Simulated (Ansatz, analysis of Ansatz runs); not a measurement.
# An added hole started on O in Na4FeO3 (Cc)

Question: does an added hole stay on the O atom where it is started in Na4FeO3 (Cc), and if so, how high is the barrier for a hop to another O site nearby? Model: a cell of 64 host atoms.

Program: Ansatz 0.2.0. Level of theory: plane-wave PAW DFT, PBEsol+U; relaxation of all atoms of a supercell at fixed charge in a uniform background; PAW set soft_1. Results are calculated unless marked as measured.

## Step 1: Starting point

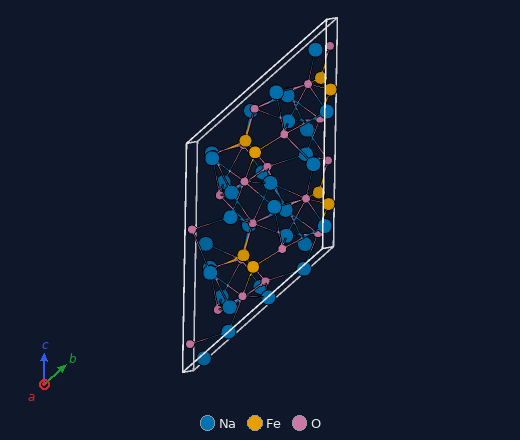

The cell as given, slightly off an axis (sodium blue, iron orange, oxygen pink). Bonds to atoms that aren't drawn are left out.

The cell holds 64 atoms: 32 Na, 8 Fe and 24 O. Cell: a = 10.007 Å, b = 10.728 Å, c = 12.385 Å, α = 50.7°, β = 91.1°, γ = 73.3°. It derives from Na4FeO3 (space group Cc). Nearest the centre at fractional (0.523, 0.296, 0.496): Na32 at 1.65 Å, O63 at 1.67 Å, O42 at 1.67 Å, Na13 at 1.80 Å, Na8 at 1.82 Å, Fe36 at 3.03 Å, Na26 at 3.07 Å, Na3 at 3.15 Å.

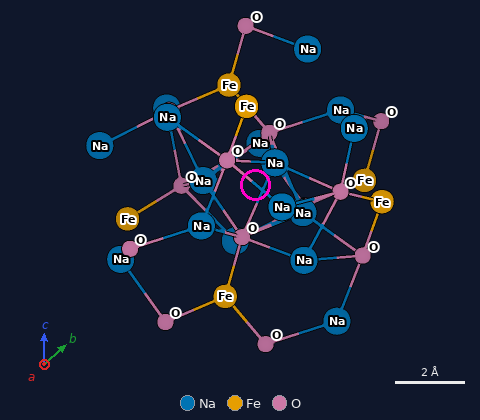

The atoms within 5 Å of the centre. A ring marks the centre wherever it is empty.

Hubbard terms: Fe d 4.5 eV, O p 7.0 eV. They were chosen, not fitted, to curb self-interaction in the shells named, the trial site's among them. The two sites are O42 and O63. The cell's shortest repeat is 10.0 Å. The host's moments were started antiferromagnetic in the unit cell, high spin.

## Step 2: The cell without the carrier

The neutral cell is relaxed first, from small random displacements, so that bond lengths and moments with the carrier can be set beside those of a relaxed cell without it.

neutral.relax/input.yaml

```yaml
crystal:
  lattice:
    - [-3.31462806, 5.78070248, 7.46584348]
    - [7.63824874, -2.0e-08, 7.53345747]
    - [10.9528768, 5.78070252, 0.06761395]
  atoms:
    - { symbol: Na, position: [0.33524, 0.610062, 0.50257] }
    - { symbol: Na, position: [0.33524, 0.610062, 1.00257] }
    - { symbol: Na, position: [0.83524, 0.110062, 0.50257] }
    - { symbol: Na, position: [0.83524, 0.110062, 1.00257] }
    - { symbol: Na, position: [0.15322, 0.880371, 0.004351] }
    - { symbol: Na, position: [0.15322, 0.880371, 0.504351] }
    - { symbol: Na, position: [0.65322, 0.380371, 0.004351] }
    - { symbol: Na, position: [0.65322, 0.380371, 0.504351] }
    - { symbol: Na, position: [0.24743, 0.197872, 0.41476] }
    - { symbol: Na, position: [0.24743, 0.197872, 0.91476] }
    - { symbol: Na, position: [0.74743, 0.697872, 0.41476] }
    - { symbol: Na, position: [0.74743, 0.697872, 0.91476] }
    - { symbol: Na, position: [0.375779, 0.472174, 0.334363] }
    - { symbol: Na, position: [0.375779, 0.472174, 0.834363] }
    - { symbol: Na, position: [0.875779, 0.972174, 0.334363] }
    - { symbol: Na, position: [0.875779, 0.972174, 0.834363] }
    - { symbol: Na, position: [0.415637, 0.932316, 0.374221] }
    - { symbol: Na, position: [0.415637, 0.932316, 0.874221] }
    - { symbol: Na, position: [0.915637, 0.432316, 0.374221] }
    - { symbol: Na, position: [0.915637, 0.432316, 0.874221] }
    - { symbol: Na, position: [0.131923, 0.999702, 0.20876] }
    - { symbol: Na, position: [0.131923, 0.999702, 0.70876] }
    - { symbol: Na, position: [0.631923, 0.499702, 0.20876] }
    - { symbol: Na, position: [0.631923, 0.499702, 0.70876] }
    - { symbol: Na, position: [0.245649, 0.287941, 0.09678] }
    - { symbol: Na, position: [0.245649, 0.287941, 0.59678] }
    - { symbol: Na, position: [0.745649, 0.787941, 0.09678] }
    - { symbol: Na, position: [0.745649, 0.787941, 0.59678] }
    - { symbol: Na, position: [0.04124, 0.590385, 0.118077] }
    - { symbol: Na, position: [0.04124, 0.590385, 0.618077] }
    - { symbol: Na, position: [0.54124, 0.090385, 0.118077] }
    - { symbol: Na, position: [0.54124, 0.090385, 0.618077] }
    - { symbol: Fe, position: [0.060445, 0.686947, 0.291913], spin: 4.0 }
    - { symbol: Fe, position: [0.060445, 0.686947, 0.791913], spin: 4.0 }
    - { symbol: Fe, position: [0.560445, 0.186947, 0.291913], spin: 4.0 }
    - { symbol: Fe, position: [0.560445, 0.186947, 0.791913], spin: 4.0 }
    - { symbol: Fe, position: [0.458087, 0.789305, 0.189555], spin: -4.0 }
    - { symbol: Fe, position: [0.458087, 0.789305, 0.689555], spin: -4.0 }
    - { symbol: Fe, position: [0.958087, 0.289305, 0.189555], spin: -4.0 }
    - { symbol: Fe, position: [0.958087, 0.289305, 0.689555], spin: -4.0 }
    - { symbol: O, position: [0.454871, 0.34071, 0.094985] }
    - { symbol: O, position: [0.454871, 0.34071, 0.594985] }
    - { symbol: O, position: [0.954871, 0.84071, 0.094985] }
    - { symbol: O, position: [0.954871, 0.84071, 0.594985] }
    - { symbol: O, position: [0.146585, 0.460358, 0.354552] }
    - { symbol: O, position: [0.146585, 0.460358, 0.854552] }
    - { symbol: O, position: [0.646585, 0.960358, 0.354552] }
    - { symbol: O, position: [0.646585, 0.960358, 0.854552] }
    - { symbol: O, position: [0.395448, 0.711495, 0.103415] }
    - { symbol: O, position: [0.395448, 0.711495, 0.603415] }
    - { symbol: O, position: [0.895448, 0.211495, 0.103415] }
    - { symbol: O, position: [0.895448, 0.211495, 0.603415] }
    - { symbol: O, position: [0.155015, 0.140566, 0.295129] }
    - { symbol: O, position: [0.155015, 0.140566, 0.795129] }
    - { symbol: O, position: [0.655015, 0.640566, 0.295129] }
    - { symbol: O, position: [0.655015, 0.640566, 0.795129] }
    - { symbol: O, position: [0.352449, 0.990657, 0.158162] }
    - { symbol: O, position: [0.352449, 0.990657, 0.658162] }
    - { symbol: O, position: [0.852449, 0.490657, 0.158162] }
    - { symbol: O, position: [0.852449, 0.490657, 0.658162] }
    - { symbol: O, position: [0.091838, 0.751269, 0.397551] }
    - { symbol: O, position: [0.091838, 0.751269, 0.897551] }
    - { symbol: O, position: [0.591838, 0.251269, 0.397551] }
    - { symbol: O, position: [0.591838, 0.251269, 0.897551] }
basis:
  ecutwfc: 420
  xc_grid: 2
hamiltonian:
  xc: pbesol
  hubbard:
    sites: [{ species: Fe, l: d, u_eff: 4.5 }, { species: O, l: p, u_eff: 7.0 }]
    projectors: ortho-atomic
  pseudopotentials: { kind: paw, azcp: { folder: soft_1 }, xc_functional: pbe }
kpoints:
  mp_grid: { grid: [1, 1, 1] }
magnetization:
  spin_polarized: true
  initial_magnetization: 0
  spin_locking: { lock_magnetization: hard }
scf:
  occupations: { method: fermi_dirac, width: 0.01 }
  max_iter: 120
  lower_state_search: "off"
output:
  forces: true
relax:
  f_tol: 0.02
  max_steps: 70
  random_displacement: { amplitude: 0.04, seed: 8945 }
checkpoint:
  write: "../neutral.relax.run"
  compress: false
  write_wavefunctions: true
  write_every: 100000
```

On the command line:

```
$ ansatz run input.yaml --threads 4 --pin off --max-ram 17899MiB --backend cpu --events-out ev --progress --plain --runs-dir out
```

Numbers of over 12 decimals in the logs are rounded to 6 here.

The log of the run:

```text
[... repeated set-up lines and file paths are left out, and long positions are rounded to six places ...]
Engine: ansatz 0.2.0, aarch64-unknown-linux-gnu
Pseudopotentials: kind: paw
Pseudopotential: Na, paw, valence charge 9, recommended cutoff 420 eV (normal), soft_1/Na.paw.azcp
Pseudopotential: Fe, paw, valence charge 16, recommended cutoff 420 eV (normal), soft_1/Fe.paw.azcp
Pseudopotential: O, paw, valence charge 6, recommended cutoff 420 eV (normal), soft_1/O.paw.azcp
Functional definition: PBEsol
  exchange = pbesol_x
  correlation = pbesol_c
Crystal: 64 atoms, lattice volume = 947.996 Å³
Basis set: ecut = 420 eV, 18505 PW (Γ), exchange–correlation on 144×144×180 points (8 copies of the dense FFT grid, shifted against one another)
Bands: 344, of which v1, the nominal top of the filled ones, is band 280 counted from 1 (279 counted from 0)
Symmetry: 1 space group operations
k-points: 1
Non-local potential: Na, projectors of the file, l = 0: 3, l = 1: 2, l = 2: 1
Non-local potential: Fe, projectors of the file, l = 0: 3, l = 1: 2, l = 2: 3, l = 3: 1
Non-local potential: O, projectors of the file, l = 0: 2, l = 1: 2, l = 2: 1
PAW form: soft (Blöchl's): semilocal exchange-correlation on the pseudo side does not see the compensation charge
PAW frozen core: Na, regenerated for the run's functional, and the local potential with it (the file was generated under x = pbe(κ = 0.804, μ = 0.219515), c = pbe(β = 0.066725))
PAW frozen core: Fe, regenerated for the run's functional, and the local potential with it (the file was generated under x = pbe(κ = 0.804, μ = 0.219515), c = pbe(β = 0.066725))
[...]
[... 3 atoms left out ...]
  atom  36  Fe     0.00602109     0.00222691     0.00033054
  [... 5 atoms left out ...]
  atom  42  O      0.01017766     0.01045007     0.00686021
  [... 5 atoms left out ...]
  atom  48  O     -0.00146677    -0.00073297    -0.00230004
[...]
atom  63  O     -0.00440815     0.00548642     0.00897213
  [... 1 atom left out ...]
  max |Σ_I F_I| component: 1.37e-4 eV/Å
--- Band table (eV) ---
  k-point 0 ↑: bands = ["-84.4013", "-84.4007", "-84.3994", "-84.3993", [... 336 left out ...] "12.5039", "12.5791", "12.7223", "12.8222"]
  k-point 0 ↓: bands = ["-84.4015", "-84.3999", "-84.3995", "-84.3983", [... 336 left out ...] "12.5024", "12.5785", "12.7227", "12.8211"]
Occupation matrices written to <dir>
--- Relaxed structure (4 steps of the walk, 4 accepted, 0 SCFs on fresh bases) ---
  F+E_penalty+E_count = -96239.18380699 eV   max|allowed force component| = 1.445e-2 eV/Å
  atoms:
    - { symbol: Na, position: [0.332640, 0.602940, 0.513565] }
    - { symbol: Na, position: [0.333042, 0.602814, 1.013688] }
    - { symbol: Na, position: [0.832948, 0.102882, 0.513562] }
[...]
- { symbol: Na, position: [0.652320, 0.380295, 0.497296] }
[...]
- { symbol: Na, position: [0.378374, 0.466546, 0.339507] }
[...]
- { symbol: Na, position: [0.632754, 0.502937, 0.209892] }
[...]
- { symbol: Na, position: [0.251652, 0.280615, 0.596937] }
[...]
- { symbol: Na, position: [0.539114, 0.096377, 0.616444] }
    [... 3 atoms left out ...]
    - { symbol: Fe, position: [0.563186, 0.187649, 0.790836] }
    [... 5 atoms left out ...]
    - { symbol: O, position: [0.456243, 0.343074, 0.593145] }
    [... 5 atoms left out ...]
    - { symbol: O, position: [0.646079, 0.959919, 0.855414] }
    [... 14 atoms left out ...]
    - { symbol: O, position: [0.594246, 0.253148, 0.396387] }
    [... 1 atom left out ...]
[key lines of the parts left out:]
SCF converged after 6 iterations
Magnetization: 0.0000 μB (280.0000 up, 280.0000 down)
Free energy (F): -96239.183807 eV
Fermi energy:    4.626157 (↑ 4.626231, ↓ 4.626081) eV
```

Elapsed: 78 s, on 4 threads of Arm Neoverse V2, shared host; peak memory 2.1 GiB; 5.1 min of CPU time.

The largest displacement from an ideal site is 0.116 Å.

[end of part 1 of 2]

[Logs are printed without paths, hosts, clocks, repeated set-up lines and the standing remarks that a program may print on its own settings, such as how far it seeks lower states.]

[Hosts, paths, dates, database ids (printed as entryN), source tags and the programs' standing remarks are cut or masked in the printed files.]
